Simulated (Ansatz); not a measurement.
# AlBCl (quartet): correlated methods under varied settings

What do other methods and options give for AlBCl (quartet) at this geometry, and how long do they take?

Program: Ansatz 0.2.0, Gaussian basis. Level of theory: the settings change from run to run. These are calculated values, not measurements.

28 further runs of the same task are left out: 7 for a known fault of the program, 6 that didn't finish, 15 set aside as unsound or not needed.

## 1. The geometry

The geometry is a PBE0/def2-TZVP stationary point (not a proven minimum).

3 atoms, charge 0, spin multiplicity 4.

Atoms are counted from 1 here; the program's logs count them from 0.

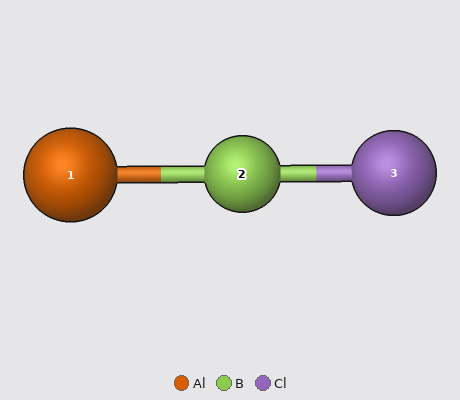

The geometry (aluminium orange, boron green, chlorine purple); atoms are numbered from 1 in the order of the file.

## 2. CCSD on UHF/STO-3G

in.yaml reads:

```yaml
crystal:
  periodic: [false, false, false]
  atoms:
    - {symbol: Al, position_ang: [0.000000, 0.000000, 1.853400]}
    - {symbol: B, position_ang: [0.000000, 0.000000, -0.076600]}
    - {symbol: Cl, position_ang: [0.000000, 0.000000, -1.776800]}
basis:
  gaussian: {orbitals: STO-3G}
magnetization: {spin_polarized: true, initial_magnetization: 3}
correlation: {method: ccsd, electrons: valence}
```

On the command line:

```bash
ansatz run in.yaml --threads 1 --pin off --events-out ev --progress --plain --max-ram 2393MiB
```

Log, shortened:

```text
Functional definition: HF
  name "HF"
  cite "Fock, Z. Phys. 61, 126 (1930) doi:10.1007/BF01340294"
  parent pbe
[...]
251 factors; integrals over basis functions are off by at most 1.5e-4 eV
[...]
mean field -19532.79757575 eV, -717.8170711032 hartree, gradient 2.6e-6 eV, S^2 3.791006; 1 other end points of the search recorded, 0 dependent functions left out
determinant -19532.79757575 eV, -717.8170711032 hartree, with singles and doubles -19534.87680109 eV, -717.8934812251 hartree
determinant -19529.86378680 eV, -717.7092563477 hartree, with singles and doubles -19531.11012956 eV, -717.7550585995 hartree
11 core orbitals not correlated: weight in the atoms' cores, before any rotation towards them, 1.000 or more for the frozen orbitals, at most 0.000 for the correlated occupied ones
reference -19532.79757575 eV, -717.8170711032 hartree; 8, 5 occupied and 4, 7 virtual orbitals, 251 factors
second order -1.39198403 eV of doubles, -0.00000000 eV of singles
cycle   1  -2.07869577 eV  change    5.3e-4 eV  update   1.4e-3
[...]
cycle   8  -2.07856107 eV  change   -4.3e-7 eV  update   1.3e-6
Total energy: -19534.87613682 eV, -717.8934568136 hartree
```

It took 2.1 s on 1 thread of AMD EPYC, shared host.

From the report: ⟨S²⟩ of the determinant 3.791 (pure quartet: 3.75); correlation -2.0786 eV; T1 0.036; largest double amplitude 0.11.

## 3. HF/6-31G*

in.yaml, as its differences from that of step 2:

```diff
@@ -7,4 +7,7 @@
 basis:
-  gaussian: {orbitals: STO-3G}
+  gaussian: {orbitals: "6-31G*"}
 magnetization: {spin_polarized: true, initial_magnetization: 3}
-correlation: {method: ccsd, electrons: valence}
+hamiltonian: {xc: hf}
+accuracy: high
+scf: {lower_state_search: full}
+output: {orbitals: {seedname: orbitals}}
```

The command is unchanged.

Log:

```text
Functional definition: HF
  name "HF"
  cite "Fock, Z. Phys. 61, 126 (1930) doi:10.1007/BF01340294"
  parent pbe
  exchange = exact_x
  correlation = 0
940 factors; integrals over basis functions are off by at most 3.6e-9 eV
mean field evaluation 1: about -19753.9950 eV, gradient 8.9e0 eV
mean field evaluation 2: about -19754.0444 eV, gradient 8.9e0 eV
mean field evaluation 4: about -19755.4202 eV, gradient 1.6e0 eV
mean field evaluation 8: about -19755.5048 eV, gradient 3.1e-1 eV
mean field evaluation 16: about -19755.5127 eV, gradient 2.3e-6 eV
mean field evaluation 32: about -19755.2127 eV, gradient 1.6e0 eV
mean field evaluation 64: about -19698.6735 eV, gradient 1.5e2 eV
mean field evaluation 96: about -19755.5105 eV, gradient 1.6e-1 eV
mean field evaluation 128: about -19755.1334 eV, gradient 4.2e0 eV
mean field -19755.51265837 eV, -726.0016994276 hartree, gradient 5.6e-8 eV, S^2 3.757835; 5 other end points of the search recorded, 0 dependent functions left out
reference -19755.51265837 eV, -726.0016994276 hartree; 19, 16 occupied and 34, 37 virtual orbitals, 940 factors
Total energy: -19755.51265837 eV, -726.0016994276 hartree
```

Wall time 11 s (1 thread of AMD EPYC, shared host).

From the report: ⟨S²⟩ of the determinant 3.758 (pure quartet: 3.75).

## 4. BCCD(T) on UHF/6-31G*

in.yaml, as its differences from that of step 3:

```diff
@@ -9,5 +9,3 @@
 magnetization: {spin_polarized: true, initial_magnetization: 3}
-hamiltonian: {xc: hf}
-accuracy: high
-scf: {lower_state_search: full}
-output: {orbitals: {seedname: orbitals}}
+correlation: {method: bccd_t, electrons: outside_noble_gas}
+scf: {omitted_lower_state_checks: [cluster_reference]}
```

Same command.

Log, shortened:

```text
Functional definition: HF
  name "HF"
  cite "Fock, Z. Phys. 61, 126 (1930) doi:10.1007/BF01340294"
  parent pbe
[...]
472 factors; integrals over basis functions are off by at most 9.5e-4 eV
[...]
mean field -19755.51260589 eV, -726.0016974992 hartree, gradient 2.9e-6 eV, S^2 3.757834; 4 other end points of the search recorded, 0 dependent functions left out
11 core orbitals not correlated: weight in the atoms' cores, before any rotation towards them, 1.000 or more for the frozen orbitals, at most 0.000 for the correlated occupied ones
reference -19755.51260589 eV, -726.0016974992 hartree; 8, 5 occupied and 34, 37 virtual orbitals, 472 factors
second order -6.12689346 eV of doubles, -0.00000000 eV of singles
cycle   1  -6.60873110 eV  change   -4.8e-1 eV  update   7.9e-2
[...]
cycle  11  -6.84575588 eV  change   -1.4e-5 eV  update   1.2e-5
perturbative correction -0.30061074 eV, -0.0110472409 hartree
Total energy: -19762.65897251 eV, -726.2643216284 hartree
Checks for a lower state left out: cluster_reference
```

Run time: 7.5 s. Hardware: 1 thread of AMD EPYC, shared host.

From the report: ⟨S²⟩ of the determinant 3.758 (pure quartet: 3.75); correlation -7.1464 eV; largest double amplitude 0.09.

## 5. MP2 on UHF/cc-pVDZ

in.yaml reads:

```yaml
crystal:
  periodic: [false, false, false]
  atoms:
    - {symbol: Al, position_ang: [0.000000, 0.000000, 1.853400]}
    - {symbol: B, position_ang: [0.000000, 0.000000, -0.076600]}
    - {symbol: Cl, position_ang: [0.000000, 0.000000, -1.776800]}
basis:
  gaussian: {orbitals: cc-pVDZ}
magnetization: {spin_polarized: true, initial_magnetization: 3}
correlation: {method: mp2, electrons: all}
```

Same command.

Log:

```text
Functional definition: HF
  name "HF"
  cite "Fock, Z. Phys. 61, 126 (1930) doi:10.1007/BF01340294"
  parent pbe
  exchange = exact_x
  correlation = 0
509 factors; integrals over basis functions are off by at most 9.5e-4 eV
mean field evaluation 1: about -19754.9417 eV, gradient 9.0e0 eV
mean field evaluation 2: about -19755.0119 eV, gradient 9.0e0 eV
mean field evaluation 4: about -19756.4372 eV, gradient 2.1e0 eV
mean field evaluation 8: about -19756.5507 eV, gradient 3.2e-1 eV
mean field evaluation 16: about -19756.5596 eV, gradient 6.1e-6 eV
mean field evaluation 32: about -19756.5290 eV, gradient 4.1e-1 eV
mean field -19756.55964367 eV, -726.0401754278 hartree, gradient 6.1e-6 eV, S^2 3.757163; 4 other end points of the search recorded, 0 dependent functions left out
reference -19756.55964367 eV, -726.0401754278 hartree; 19, 16 occupied and 31, 34 virtual orbitals, 509 factors
second order -6.68886045 eV of doubles, -0.00000000 eV of singles
Total energy: -19763.24850412 eV, -726.2859865153 hartree
```

It took 4.3 s on 1 thread of AMD EPYC, shared host.

From the report: ⟨S²⟩ of the determinant 3.757 (pure quartet: 3.75).

## 6. CCSD on ROHF/cc-pVDZ

in.yaml, as its differences from that of step 5:

```diff
@@ -8,3 +8,4 @@
   gaussian: {orbitals: cc-pVDZ}
-magnetization: {spin_polarized: true, initial_magnetization: 3}
-correlation: {method: mp2, electrons: all}
+magnetization: {spin_polarized: false, initial_magnetization: 3}
+correlation: {method: ccsd, electrons: outside_noble_gas}
+scf: {lower_state_search: light}
```

Launched as before.

Log, shortened:

```text
Functional definition: HF
  name "HF"
  cite "Fock, Z. Phys. 61, 126 (1930) doi:10.1007/BF01340294"
  parent pbe
[...]
509 factors; integrals over basis functions are off by at most 9.5e-4 eV
[...]
mean field -19756.50589769 eV, -726.0382002993 hartree, gradient 4.1e-6 eV, S^2 3.750000; 5 other end points of the search recorded, 0 dependent functions left out
[...]
determinant -19756.50589769 eV, -726.0382002993 hartree, with singles and doubles -19763.63332491 eV, -726.3001284185 hartree
determinant -19754.26272851 eV, -725.9557653524 hartree, with singles and doubles -19760.96852245 eV, -726.2021987344 hartree
11 core orbitals not correlated: weight in the atoms' cores, before any rotation towards them, 1.000 or more for the frozen orbitals, at most 0.000 for the correlated occupied ones
reference -19756.50589769 eV, -726.0382002993 hartree; 8, 5 occupied and 31, 34 virtual orbitals, 509 factors
second order -6.36650160 eV of doubles, -0.02960931 eV of singles
cycle   1  -7.12802176 eV  change   -5.9e-4 eV  update   1.7e-3
[...]
cycle   7  -7.12899114 eV  change   -4.5e-6 eV  update   8.0e-6
Total energy: -19763.63488882 eV, -726.3001858914 hartree
```

Run time: 13 s. Hardware: 1 thread of AMD EPYC, shared host.

From the report: correlation -7.1290 eV; T1 0.026; largest double amplitude 0.09.

## 7. MP2 on UHF/cc-pVDZ

in.yaml reads:

```yaml
crystal:
  periodic: [false, false, false]
  atoms:
    - {symbol: Al, position_ang: [0.000000, 0.000000, 1.853400]}
    - {symbol: B, position_ang: [0.000000, 0.000000, -0.076600]}
    - {symbol: Cl, position_ang: [0.000000, 0.000000, -1.776800]}
basis:
  gaussian: {orbitals: cc-pVDZ}
magnetization: {spin_polarized: true, initial_magnetization: 3}
correlation: {method: mp2, electrons: all}
accuracy: high
```

Same command.

Log:

```text
Functional definition: HF
  name "HF"
  cite "Fock, Z. Phys. 61, 126 (1930) doi:10.1007/BF01340294"
  parent pbe
  exchange = exact_x
  correlation = 0
997 factors; integrals over basis functions are off by at most 3.6e-9 eV
mean field evaluation 1: about -19754.9542 eV, gradient 9.0e0 eV
mean field evaluation 2: about -19755.0114 eV, gradient 9.0e0 eV
mean field evaluation 4: about -19756.4370 eV, gradient 2.1e0 eV
mean field evaluation 8: about -19756.5506 eV, gradient 3.3e-1 eV
mean field evaluation 16: about -19756.5597 eV, gradient 3.9e-6 eV
mean field evaluation 32: about -19756.5583 eV, gradient 1.1e-1 eV
mean field -19756.55969061 eV, -726.0401771529 hartree, gradient 2.8e-8 eV, S^2 3.757162; 4 other end points of the search recorded, 0 dependent functions left out
reference -19756.55969061 eV, -726.0401771529 hartree; 19, 16 occupied and 31, 34 virtual orbitals, 997 factors
second order -6.68886898 eV of doubles, -0.00000000 eV of singles
Total energy: -19763.24855959 eV, -726.2859885540 hartree
```

Wall time 6.5 s (1 thread of AMD EPYC, shared host).

From the report: ⟨S²⟩ of the determinant 3.757 (pure quartet: 3.75).

## 8. BCCD on UHF/cc-pVDZ

in.yaml, as its differences from that of step 7:

```diff
@@ -9,3 +9,4 @@
 magnetization: {spin_polarized: true, initial_magnetization: 3}
-correlation: {method: mp2, electrons: all}
-accuracy: high
+correlation: {method: bccd, electrons: outside_noble_gas}
+scf: {omitted_lower_state_checks: [cluster_reference]}
+output: {forces: true}
```

Same command.

Log, shortened:

```text
Functional definition: HF
  name "HF"
  cite "Fock, Z. Phys. 61, 126 (1930) doi:10.1007/BF01340294"
  parent pbe
[...]
509 factors; integrals over basis functions are off by at most 9.5e-4 eV
[...]
mean field -19756.55964367 eV, -726.0401754278 hartree, gradient 6.1e-6 eV, S^2 3.757163; 4 other end points of the search recorded, 0 dependent functions left out
11 core orbitals not correlated: weight in the atoms' cores, before any rotation towards them, 1.000 or more for the frozen orbitals, at most 0.000 for the correlated occupied ones
reference -19756.55964367 eV, -726.0401754278 hartree; 8, 5 occupied and 31, 34 virtual orbitals, 509 factors
second order -6.33471206 eV of doubles, -0.00000000 eV of singles
cycle   1  -6.82543985 eV  change   -4.9e-1 eV  update   7.9e-2
[...]
cycle  15  -7.05877448 eV  change    2.5e-7 eV  update   2.9e-7
[...]
Total energy: -19763.61841815 eV, -726.2995806052 hartree
Atom 0 at     0.000000     0.000000     1.853400 Å, force    -0.000000     0.000000     0.454238 eV/Å
Atom 1 at     0.000000     0.000000    -0.076600 Å, force     0.000000    -0.000000     0.346517 eV/Å
Atom 2 at     0.000000     0.000000    -1.776800 Å, force     0.000000    -0.000000    -0.800755 eV/Å
Dipole moment:    -0.000000    -0.000000     0.260456 e Å
Checks for a lower state left out: cluster_reference
```

Run time: 15 s. Hardware: 1 thread of AMD EPYC, shared host.

From the report: ⟨S²⟩ of the determinant 3.757 (pure quartet: 3.75); correlation -7.0588 eV; largest double amplitude 0.09.

## 9. NEVPT2(9,7)/cc-pVDZ

in.yaml reads:

```yaml
crystal:
  periodic: [false, false, false]
  atoms:
    - {symbol: Al, position_ang: [0.000000, 0.000000, 1.853400]}
    - {symbol: B, position_ang: [0.000000, 0.000000, -0.076600]}
    - {symbol: Cl, position_ang: [0.000000, 0.000000, -1.776800]}
basis:
  gaussian: {orbitals: cc-pVDZ}
magnetization: {spin_polarized: false, initial_magnetization: 3}
correlation: {method: sc_nevpt2, electrons: outside_noble_gas, active_space: {window: {electrons: 9, orbitals: 7}, states: [{multiplicity: 4, weights: [0.5, 1, 1]}, {multiplicity: 6, weights: [1]}], root: 2}}
accuracy: high
output: {forces: true}
```

Same command.

Log, shortened:

```text
Functional definition: HF
  name "HF"
  cite "Fock, Z. Phys. 61, 126 (1930) doi:10.1007/BF01340294"
  parent pbe
[...]
997 factors; integrals over basis functions are off by at most 3.6e-9 eV
[...]
mean field -19756.50594519 eV, -726.0382020449 hartree, gradient 6.4e-8 eV, S^2 3.750000; 4 other end points of the search recorded, 0 dependent functions left out
reference -19756.50594519 eV, -726.0382020449 hartree; 19, 16 occupied and 31, 34 virtual orbitals, 997 factors
state -19756.59357858 eV, -726.0414225126 hartree
state -19754.38309032 eV, -725.9601885676 hartree
state -19753.94344858 eV, -725.9440320316 hartree
state -19756.59357858 eV, -726.0414225126 hartree; corrected -19762.52033399 eV, -726.2592267568 hartree
state -19754.38309032 eV, -725.9601885676 hartree; corrected -19759.97602851 eV, -726.1657252550 hartree
state -19753.94344858 eV, -725.9440320316 hartree; corrected -19759.53496597 eV, -726.1495165056 hartree
state -19750.73982451 eV, -725.8263010184 hartree
state -19750.73982451 eV, -725.8263010184 hartree; corrected -19755.73088219 eV, -726.0097190051 hartree
[...]
Total energy: -19759.53496597 eV, -726.1495165056 hartree
Atom 0 at     0.000000     0.000000     1.853400 Å, force    -0.000000    -0.000000     3.399225 eV/Å
Atom 1 at     0.000000     0.000000    -0.076600 Å, force     0.000000     0.000000    -2.870137 eV/Å
Atom 2 at     0.000000     0.000000    -1.776800 Å, force    -0.000000    -0.000000    -0.529089 eV/Å
Dipole moment:    -0.000000    -0.000000    -0.071744 e Å
```

It took 17 s on 1 thread of AMD EPYC, shared host.

From the report: 68 determinants; active occupations (of the averaged states) 2.00, 2.00, 1.61, 1.09, 0.81, 0.78, 0.72.

## 10. CCSDT/6-31G

in.yaml reads:

```yaml
crystal:
  periodic: [false, false, false]
  atoms:
    - {symbol: Al, position_ang: [0.000000, 0.000000, 1.853400]}
    - {symbol: B, position_ang: [0.000000, 0.000000, -0.076600]}
    - {symbol: Cl, position_ang: [0.000000, 0.000000, -1.776800]}
basis:
  gaussian: {orbitals: 6-31G}
magnetization: {spin_polarized: false, initial_magnetization: 3}
hamiltonian: {xc: {name: PBE}, pseudopotentials: {relativity: scalar}}
correlation: {method: ccsdt, electrons: outside_noble_gas}
```

Launched as before.

Log, shortened:

```text
Functional definition: PBE
  name "PBE"
  cite "Perdew, Burke & Ernzerhof, Phys. Rev. Lett. 77, 3865 (1996) doi:10.1103/PhysRevLett.77.3865"
  parent pbe
[...]
697 factors; integrals over basis functions are off by at most 1.4e-7 eV
[...]
mean field -19826.41590679 eV, -728.6073457472 hartree, gradient 9.3e-6 eV, S^2 3.750000; 0 other end points of the search recorded, 0 dependent functions left out
[...]
11 core orbitals not correlated: weight in the atoms' cores, before any rotation towards them, 1.000 or more for the frozen orbitals, at most 0.000 for the correlated occupied ones
reference -19798.69604798 eV, -727.5886597250 hartree; 8, 5 occupied and 16, 19 virtual orbitals, 697 factors
second order -3.19981232 eV of doubles, -0.32880333 eV of singles
cycle   1  -3.58039828 eV  change   -7.1e-2 eV  update   9.2e-2
[...]
cycle  15  -3.96362303 eV  change   -5.9e-7 eV  update   8.2e-7
Total energy: -19802.65967101 eV, -727.7343201848 hartree
Relativity: scalar
```

It took 12 s on 1 thread of AMD EPYC, shared host.

From the report: correlation -3.9636 eV; T1 0.020; largest double amplitude 0.11. The orbitals are Kohn-Sham ones, so correlation energy and T1 don't compare with those on Hartree-Fock orbitals.

## 11. The runs in one table

Where basis and cores are those of an earlier UCCSDT(Q)/cc-pVDZ run (-19763.9690 eV), and the state is the same kind, the miss against it is given.

```
                                             level         correlated  functions  energy (eV)  from UCCSDT(Q) (meV)   time
                                CCSD on UHF/STO-3G            valence         23  -19534.8761                        2.1 s
                                         HF/6-31G*                            53  -19755.5127                         11 s
                             BCCD(T) on UHF/6-31G*  outside noble gas         53  -19762.6590                        7.5 s
                                MP2 on UHF/cc-pVDZ                all         50  -19763.2485                        4.3 s
                              CCSD on ROHF/cc-pVDZ  outside noble gas         50  -19763.6349                 334.1   13 s
                                MP2 on UHF/cc-pVDZ                all         50  -19763.2486                        6.5 s
                               BCCD on UHF/cc-pVDZ  outside noble gas         50  -19763.6184                 350.6   15 s
NEVPT2(9,7)/cc-pVDZ (excited root 2 of an average)  outside noble gas         50  -19759.5350                         17 s
     CCSDT/6-31G (on PBE orbitals, relativity set)  outside noble gas         35  -19802.6597                         12 s
```

## 12. Results

```
quantity                                                     value
    runs                                                         9
quickest                                 CCSD on UHF/STO-3G, 2.1 s
 slowest  NEVPT2(9,7)/cc-pVDZ (excited root 2 of an average), 17 s
```

What this shows: Total energies in different bases, with other cores or another treatment of relativity can't be set against each other. NEVPT2(9,7)/cc-pVDZ (excited root 2 of an average) took 8 times as long as CCSD on UHF/STO-3G; the jobs differ in more than the method. Among the correlated runs with a miss given, it spans +334 to +351 meV.
